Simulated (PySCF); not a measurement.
**C$_{5}$H$_{10}$O$_{2}$Si$_{2}$ (SMILES O=C=C(C=O)[C@H]([SiH3])C[SiH3]): density, localisation and related maps**

| atom | x (Å) | y (Å) | z (Å) |
| --- | --- | --- | --- |
| O | -2.3874 | 0.3828 | -2.4859 |
| C | -2.0085 | 0.0772 | -1.4333 |
| C | -1.5902 | -0.2753 | -0.2478 |
| C | -2.5179 | -0.7716 | 0.7567 |
| O | -2.1884 | -1.0869 | 1.8743 |
| C | -0.1275 | -0.1756 | 0.1535 |
| Si | 0.0767 | 1.4388 | 1.1672 |
| C | 0.7960 | -0.2912 | -1.0557 |
| Si | 2.6371 | -0.5388 | -0.6333 |
| H | -3.5661 | -0.8500 | 0.4206 |
| H | 0.0467 | -1.0255 | 0.8210 |
| H | -0.0331 | 2.5519 | 0.2176 |
| H | -0.9915 | 1.5335 | 2.1554 |
| H | 1.3903 | 1.4256 | 1.8077 |
| H | 0.6788 | 0.5914 | -1.6902 |
| H | 0.4718 | -1.1434 | -1.6628 |
| H | 3.3162 | -0.9981 | -1.8473 |
| H | 2.7542 | -1.5560 | 0.4130 |
| H | 3.2330 | 0.7205 | -0.1852 |

Geometry: GFN2-xTB.

Theory: PBE0/pcSseg-1, SCF density, gas phase, non-relativistic in PySCF.

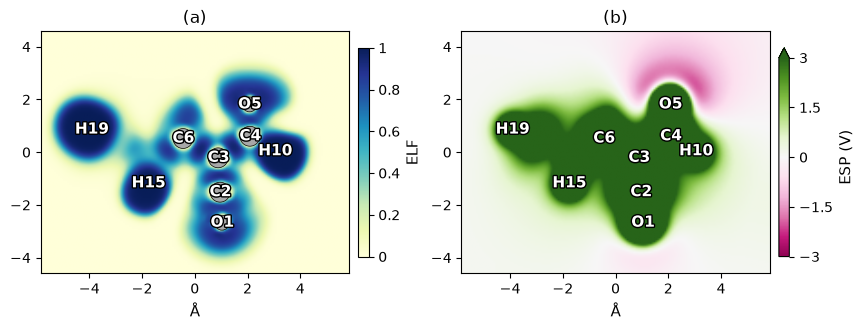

Figure 1. (a) electron localisation function; (b) molecular electrostatic potential on the plane of atoms C3, C4 and H10. Grey discs cover the atomic cores in the ELF map.

> What do the fields say about this system?

The plane passes through O, C and H nuclei.
C–O (1.16 Å): the ELF peaks at about 0.85 between the atoms: a short, multiple covalent bond.
C–C (1.31 Å): the ELF peaks at about 0.90 between the atoms; a multiple bond.
C–H (1.10 Å): the ELF climbs to about 1 towards the hydrogen, as it does in any bond to H; a covalent bond by its length.
C–O (1.21 Å): the ELF peaks at about 0.85 between the atoms; a multiple bond.
C–C (1.45 Å): the ELF peaks at about 0.95 between the atoms: localised, covalent bonding.
The ELF also peaks beside O1 and O5, away from the bonds: lone-pair regions.
Outside the dense part of the molecule the potential is most negative (−2.0 V) near O5.

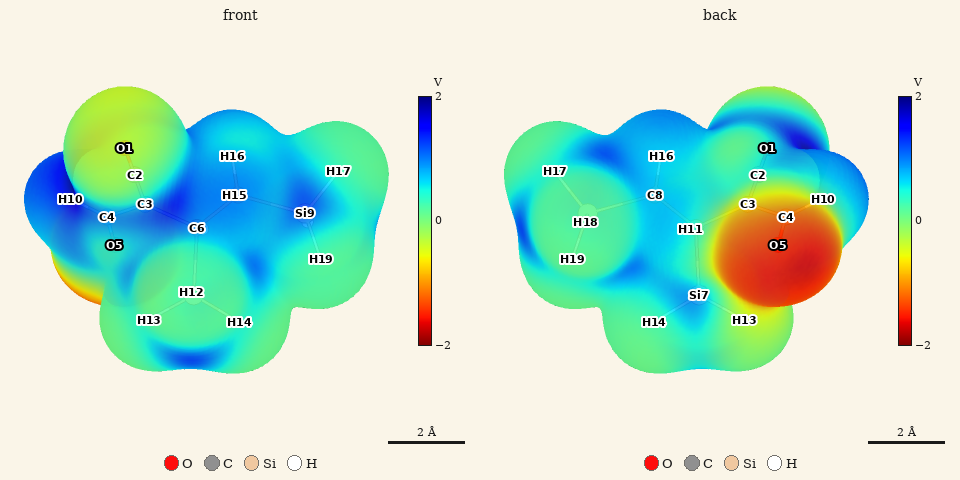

Figure 2. The electrostatic potential painted on the density surface at 0.002 e/bohr³, seen from the front and from behind; the colour scale runs from red (negative) to blue (positive).

> Describe the electrostatic potential map.

The most negative region (about −1.6 V, or −37 kcal/mol for a unit charge) lies over O5, the most positive (about +1.9 V, or +44 kcal/mol for a unit charge) over C2. O5 is the likeliest acceptor of a hydrogen bond.

> How polar is the molecule by this calculation?

Its dipole moment is 1.89 D.
